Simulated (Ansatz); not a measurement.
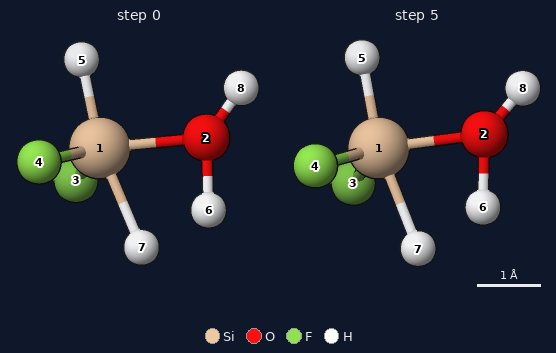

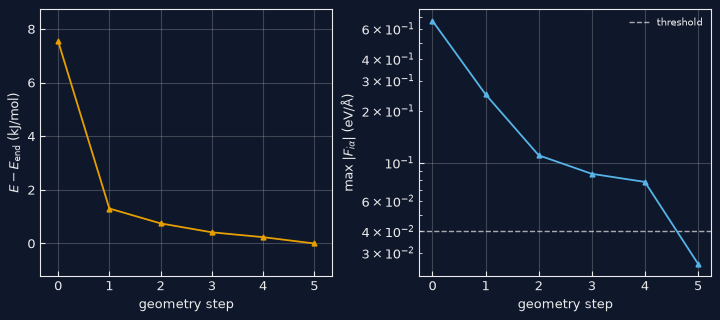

First and last geometry of a constrained relaxation of SiH4OF2, with the history of the run. Style: ball-and-stick. Shown at a tilt.

The reaction that was planned forms Si1–H7, O2–H6 and breaks Si1–O2, H6–H7 (atoms numbered from 1 in input order).

All numbers below come from RKS PBE0-D4/def2-SVP (Ansatz 0.2.0).

Input file:
```yaml
crystal:
  periodic: [false, false, false]
  atoms:
    - {symbol: Si, position_ang: [-0.326500, 0.487300, -0.179200]}
    - {symbol: O, position_ang: [0.916300, -0.587600, 0.412700]}
    - {symbol: F, position_ang: [-0.550600, 0.446300, -1.773200]}
    - {symbol: F, position_ang: [-1.496000, 0.934400, 0.834500]}
    - {symbol: H, position_ang: [0.453100, 1.724300, -0.119700]}
    - {symbol: H, position_ang: [0.141900, -1.462600, 0.294900]}
    - {symbol: H, position_ang: [-0.984300, -1.147200, -0.107900]}
    - {symbol: H, position_ang: [1.846100, -0.394900, 0.637900]}
basis:
  gaussian: {orbitals: def2-SVP}
hamiltonian: {xc: pbe0, dispersion: d4}
relax: {f_tol: 0.04, max_steps: 150, escape_saddle: false, constraints: [{distance: [0, 6]}, {distance: [1, 5]}, {distance: [0, 1]}, {distance: [5, 6]}]}
```

Run as
```bash
ansatz run in.yaml --threads 4 --pin off --events-out ev --progress --plain --max-ram 9574MiB
```

What do the curves and the structures tell?

Answer. It converged. The atom that moves furthest after the best rigid fit is H6 (0.080 Å). Largest moves by element: H 0.080 Å, O 0.077 Å, F 0.071 Å, Si 0.019 Å. Among the contacts that change: Si1–H5 1.463 → 1.491 Å, Si1–F3 1.610 → 1.623 Å, O2–H8 0.976 → 0.971 Å. Bond angles that change, for instance: Si1–O2–H6 87.4° → 82.1°, F3–Si1–F4 121.9° → 117.8°, Si1–O2–H8 129.4° → 133.3°. Over 5 geometry steps the energy falls by 7.55 kJ/mol. The largest force component goes from 0.67 to 0.026 eV/Å. The run took 5 s on 4 threads of Arm Neoverse V2, on a shared host.
